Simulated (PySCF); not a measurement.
| atom | x (Å) | y (Å) | z (Å) |
| --- | --- | --- | --- |
| C | 3.2897 | 0.9476 | -0.3116 |
| C | 2.2961 | 0.7907 | 0.5418 |
| C | 0.8502 | 0.7675 | 0.1565 |
| C | 0.1827 | -0.4891 | 0.5856 |
| C | -0.9709 | -1.0136 | 0.0260 |
| C | -1.5204 | -2.1848 | 0.4845 |
| C | -1.6536 | -0.2766 | -1.1038 |
| N | -2.0186 | 1.0722 | -0.6830 |
| H | 3.1144 | 1.0784 | -1.3673 |
| H | 4.3201 | 0.9551 | 0.0021 |
| H | 2.4985 | 0.6582 | 1.5972 |
| H | 0.3423 | 1.6154 | 0.6367 |
| H | 0.7392 | 0.9148 | -0.9192 |
| H | 0.6320 | -1.0231 | 1.4107 |
| H | -2.4175 | -2.5961 | 0.0589 |
| H | -1.0595 | -2.7385 | 1.2825 |
| H | -0.9627 | -0.1793 | -1.9487 |
| H | -2.5173 | -0.8690 | -1.4476 |
| H | -2.4956 | 1.5564 | -1.4361 |
| H | -2.6544 | 1.0244 | 0.1066 |

Geometry: GFN2-xTB.

All numbers below come from PySCF, UKS B3LYP, pcH-1 on C H N, non-relativistic, mean-field spin-orbit, GIAO.

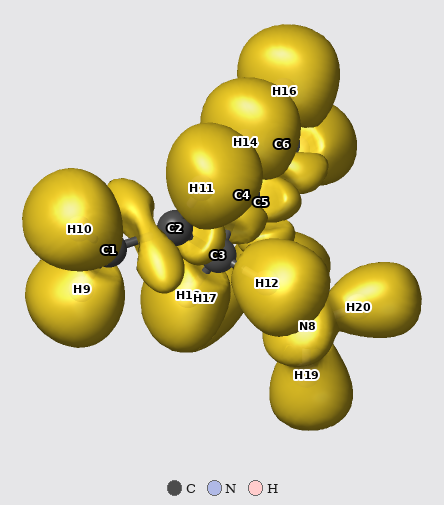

C₇H₁₂N (doublet). Isosurface of the ELF at 0.75 (yellow), seen at an oblique angle. Core shells and regions of very low density are left out.

> Where are the electrons localised?

At this value the surface marks out six regions between bonded C–C atoms (shared pairs), ten regions around hydrogen nuclei and one joined region spread over several atoms (H, N), in which their bonds and any lone pairs are merged. Profiles from the grid: C–C (1.32 Å): the ELF peaks at about 0.90 between the atoms (a short, multiple covalent bond). C–N (1.46 Å): the ELF peaks at about 0.90 between the atoms; a shared electron pair.
